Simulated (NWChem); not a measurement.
# GaHBrCl (SMILES [Cl][GaH][Br]): levels of theory compared

Wanted: a comparison of 4 runs (HF/STO-3G, HF/3-21G, B3LYP/6-31G*) of GaHBrCl. 

The results are computed with NWChem 7.3.0.

## 1. The molecule

GaHBrCl: 4 atoms, total charge 0, spin state singlet. SMILES: `[Cl][GaH][Br]`. The coordinates come from a PBE0-D4/def2-TZVP relaxation.

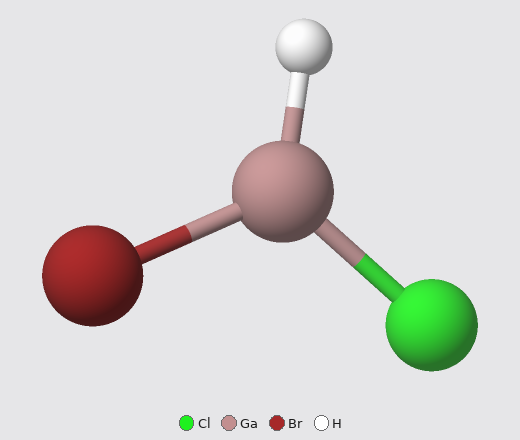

Viewed from a chosen angle; chlorine green, gallium pink, bromine red, hydrogen white.

## 2. Energy and forces at HF/STO-3G (run 1)

The input, run.py:

```python
from ase import Atoms
from ase.calculators.nwchem import NWChem

mol = Atoms('ClGaBrH', positions=[
    [-1.970500, -0.096100, -0.528400],
    [0.088800, 0.166300, -0.052400],
    [1.109200, -1.623600, 0.905300],
    [0.828100, 1.493000, -0.344800],
])

calc = NWChem(
    label='brclgah',
    theory='scf',
    memory='2200 mb',
    basis='STO-3G',
    basispar='spherical bse',
    scf={'nopen': '0', 'rhf': None, 'thresh': '1e-08', 'maxiter': '80'},
)
mol.calc = calc

forces = mol.get_forces()
print("Total energy (eV):", round(mol.get_potential_energy(), 6))
print("forces (eV/A):")
for s, f in zip(mol.symbols, forces):
    print(f"{s:2s} {f[0]:10.5f} {f[1]:10.5f} {f[2]:10.5f}")
print("dipole (e A):", mol.get_dipole_moment().round(4))
```

On the command line:

```sh
$ export ASE_NWCHEM_COMMAND="nwchem PREFIX.nwi > PREFIX.nwo"
$ python run.py
```

The program printed:

```text
Total energy (eV): -133358.494153
forces (eV/A):
Cl    1.60817    0.15134    0.39184
Ga    0.74984    0.86086   -0.11411
Br   -0.93172    1.47031   -0.81283
H    -1.42629   -2.48250    0.53510
dipole (e A): [ 0.3555  0.2846 -0.0078]
```

The calculator wrote brclgah.nwi:

```
title "brclgah"

permanent_dir brclgah

scratch_dir brclgah

start brclgah

geometry units angstrom nocenter noautosym noautoz
  Cl -1.9704999999999999e+00 -9.6100000000000005e-02 -5.2839999999999998e-01
  Ga 8.8800000000000004e-02 1.6630000000000000e-01 -5.2400000000000002e-02
  Br 1.1092000000000000e+00 -1.6235999999999999e+00 9.0529999999999999e-01
  H  8.2809999999999995e-01 1.4930000000000001e+00 -3.4480000000000000e-01
end

memory 2200 mb

basis spherical bse noprint
   * library STO-3G
end

scf
  nopen 0
  rhf
  thresh 1e-08
  maxiter 80
end

task scf gradient
```

brclgah.nwo (excerpt; [...] marks lines left out):

```text
[...]
      One-electron energy =  -7834.176005249546
[... 1 line left out ...]
 Nuclear repulsion energy =    487.071652532529
[... 54 lines left out ...]
                       ROHF Final Molecular Orbital Analysis
[... 175 lines left out ...]
     1   1 0 0      0.671781      0.000000     16.826876
[...]
  wavefunction    =   RHF
                         RHF ENERGY GRADIENTS
    atom               coordinates                        gradient
                 x          y          z           x          y          z
   1 Cl     -3.723705  -0.181603  -0.998531   -0.031274  -0.002943  -0.007620
   2 Ga      0.167808   0.314261  -0.099022   -0.014582  -0.016741   0.002219
   3 Br      2.096084  -3.068159   1.710769    0.018119  -0.028593   0.015807
   4 H       1.564882   2.821361  -0.651578    0.027737   0.048277  -0.010406
[...]
```

It took 22 s on 1 thread of AMD EPYC 7R43 (Zen 3), shared host; peak memory 0.092 GiB.

## 3. Energy and forces at HF/3-21G (run 2)

The input, run.py:

```python
from ase import Atoms
from ase.calculators.nwchem import NWChem

molecule = Atoms(['Cl', 'Ga', 'Br', 'H'], positions=[
    [-1.970500, -0.096100, -0.528400],
    [0.088800, 0.166300, -0.052400],
    [1.109200, -1.623600, 0.905300],
    [0.828100, 1.493000, -0.344800],
])

calc = NWChem(
    label='brclgah',
    theory='scf',
    memory='2200 mb',
    basis='3-21G',
    basispar='spherical bse',
    scf={'nopen': '0', 'rhf': None, 'thresh': '1e-08', 'maxiter': '80'},
)
molecule.calc = calc

forces = molecule.get_forces()
print(f"energy = {molecule.get_potential_energy():.6f} eV")
print("forces (eV/A):")
for s, f in zip(molecule.symbols, forces):
    print(f"{s:2s} {f[0]:10.5f} {f[1]:10.5f} {f[2]:10.5f}")
print("dipole (e A):", molecule.get_dipole_moment().round(4))
```

On the command line:

```sh
$ export ASE_NWCHEM_COMMAND="nwchem PREFIX.nwi > PREFIX.nwo"
$ python run.py
```

The program printed:

```text
energy = -134203.136528 eV
forces (eV/A):
Cl   -1.54888   -0.12712   -0.38448
Ga    1.03127    0.90112   -0.05086
Br    0.52229   -0.79766    0.44562
H    -0.00468    0.02365   -0.01028
dipole (e A): [ 0.3661  0.4003 -0.0484]
```

The calculator wrote brclgah.nwi:

```
title "brclgah"

permanent_dir brclgah

scratch_dir brclgah

start brclgah

geometry units angstrom nocenter noautosym noautoz
  Cl -1.9704999999999999e+00 -9.6100000000000005e-02 -5.2839999999999998e-01
  Ga 8.8800000000000004e-02 1.6630000000000000e-01 -5.2400000000000002e-02
  Br 1.1092000000000000e+00 -1.6235999999999999e+00 9.0529999999999999e-01
  H  8.2809999999999995e-01 1.4930000000000001e+00 -3.4480000000000000e-01
end

memory 2200 mb

basis spherical bse noprint
   * library 3-21G
end

scf
  nopen 0
  rhf
  thresh 1e-08
  maxiter 80
end

task scf gradient
```

brclgah.nwo (excerpt; [...] marks lines left out):

```text
[...]
      One-electron energy =  -7849.640687771999
[... 1 line left out ...]
 Nuclear repulsion energy =    487.071652532529
[... 60 lines left out ...]
                       ROHF Final Molecular Orbital Analysis
[... 218 lines left out ...]
     1   1 0 0      0.691821      0.000000     16.826876
[...]
  wavefunction    =   RHF
                         RHF ENERGY GRADIENTS
    atom               coordinates                        gradient
                 x          y          z           x          y          z
   1 Cl     -3.723705  -0.181603  -0.998531    0.030121   0.002472   0.007477
   2 Ga      0.167808   0.314261  -0.099022   -0.020055  -0.017524   0.000989
   3 Br      2.096084  -3.068159   1.710769   -0.010157   0.015512  -0.008666
   4 H       1.564882   2.821361  -0.651578    0.000091  -0.000460   0.000200
[...]
```

Run time: 15 s. Hardware: 1 thread of AMD EPYC 7R43 (Zen 3), shared host; peak memory 0.096 GiB.

Run 3 isn't shown in full; the table further down has it.

## 4. Energy and forces at B3LYP/6-31G(d) (Cartesian functions) (run 4)

The input, brclgah.nw:

```
start brclgah
title "BrClGaH gradient"
memory 2200 mb

geometry noautosym nocenter noautoz
 Cl   -1.970500   -0.096100   -0.528400
 Ga    0.088800    0.166300   -0.052400
 Br    1.109200   -1.623600    0.905300
 H     0.828100    1.493000   -0.344800
end

basis
 * library 6-31G*
end

dft
 xc b3lyp
 grid fine
 convergence energy 1e-08
 iterations 100
 mulliken
 print medium
end

task dft gradient
```

On the command line:

```sh
$ nwchem brclgah.nw > brclgah.out
```

The program printed:

```text
[...]
          Wavefunction type:  closed shell.
          No. of atoms     :     4
          No. of electrons :    84
[...]
          Charge           :     0
          Spin multiplicity:     1
[...]
          AO basis - number of functions:    91
[...]
              XC Information
              --------------
                         B3LYP Method XC Potential
                     Hartree-Fock (Exact) Exchange  0.200
                        Slater Exchange Functional  0.800 local
                    Becke 1988 Exchange Functional  0.720 non-local
              Lee-Yang-Parr Correlation Functional  0.810
                  VWN I RPA Correlation Functional  0.190 local
[...]
 d= 0,ls=0.0,diis     1  -4959.3512674619 -5.45D+03  1.81D-02  2.14D+00     8.7
[...]
 d= 0,ls=0.0,diis    10  -4959.4139455591 -8.61D-10  2.44D-07  1.18D-09    44.4
         Total DFT energy =    -4959.413945559075
      One electron energy =    -7872.053585883445
           Coulomb energy =     2620.611411163177
    Exchange-Corr. energy =     -195.043423371337
 Nuclear repulsion energy =      487.071652532530
[...]
      Total Density - Mulliken Population Analysis
     ---------------------------------------------
    Atom       Charge   Shell Charges
 -----------   ------   -------------------------------------------------------
    1 Cl  17    17.12   2.00  1.99  5.97  1.47  3.62  0.51  1.60 -0.03
    2 Ga  31    30.85   2.00  1.99  6.00  1.95  5.99  1.34  1.44  0.01  0.05  6.86  2.95  0.26
    3 Br  35    35.11   2.00  1.99  6.00  1.93  5.99  1.62  3.83  0.34  1.34  7.02  2.95  0.12
    4 H    1     0.92   0.48  0.44
[...]
  wavefunction    = closed shell
                         DFT ENERGY GRADIENTS
    atom               coordinates                        gradient
                 x          y          z           x          y          z
   1 Cl     -3.723705  -0.181603  -0.998531    0.008708   0.000572   0.002216
   2 Ga      0.167808   0.314261  -0.099022   -0.004065  -0.005251   0.000837
   3 Br      2.096084  -3.068159   1.710769   -0.004005   0.006247  -0.003466
   4 H       1.564882   2.821361  -0.651578   -0.000638  -0.001567   0.000412
[...]
```

Run time: 98 s. Hardware: 1 thread of AMD EPYC 7R43 (Zen 3), shared host; peak memory 0.11 GiB.

## 5. All runs side by side

```csv
run,level,iteration cap,module,energy (Eh),dipole moment (D),HOMO energy (eV),LUMO energy (eV),wall time
1,HF/STO-3G,80,scf,-4900.834306,2.19,-8.53,3.77,22 s
2,HF/3-21G,80,scf,-4931.874341,2.62,-11.47,0.79,15 s
3,B3LYP/6-31G* (spherical functions),100,dft,-4959.397233,1.65,-8.31,-2.07,86 s
4,B3LYP/6-31G* (Cartesian functions),100,dft,-4959.413946,1.65,-8.31,-2.05,98 s
```

## 6. Results

```
                       quantity           value
            run 4: total energy  -4959.41395 Eh
           run 4: dipole moment          1.65 D
             run 4: HOMO energy        -8.31 eV
             run 4: LUMO energy        -2.05 eV
           run 4: HOMO–LUMO gap         6.26 eV
run 4: largest force on an atom      0.463 eV/Å
```

In words: The dipole moment (its size) runs from 1.65 D (B3LYP/6-31G*) to 2.62 D (HF/3-21G). The two ends differ in method and basis. The HOMO–LUMO gap runs from 6.24 eV (B3LYP/6-31G*) to 12.30 eV (HF/STO-3G). In run 1 the basis is minimal, so the values are rough. All runs together took 3.7 min, the longest 98 s.
